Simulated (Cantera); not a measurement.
A closed system holds: 1 mol Fe₂O₃, 5.3 mol H₂, 0.3 mol H₂O, equilibrated at 4.20 bar.

Method: chemical equilibrium by Gibbs-energy minimisation in Cantera with the NASA 1993 tables (ideal gas, pure condensed phases). Candidate condensed phases: Fe, FeO, Fe(OH)₂, Fe(OH)₃, Fe₂O₃, Fe₃O₄, H₂O; 12 gas species. Mutual solubility and eutectic melting of coexisting phases are not modelled. The tables' stoichiometric FeO is somewhat more stable than real wüstite, so its field is too wide. FeO: taken at fixed stoichiometry. Rates play no part.

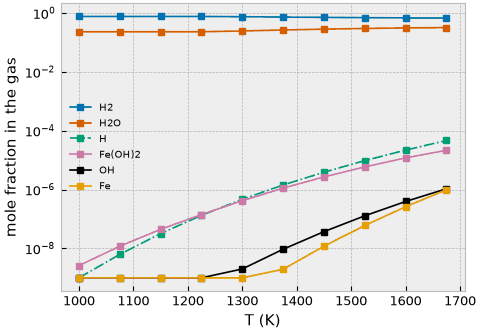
Equilibrium gas composition (values under 1e-9 drawn at 1e-9)

From 1000 K to 1225 K the condensed part is FeO(s). From 1300 K to 1600 K the condensed part is Fe(γ) + FeO(s). At 1675 K the condensed part is Fe(δ) + FeO(l).
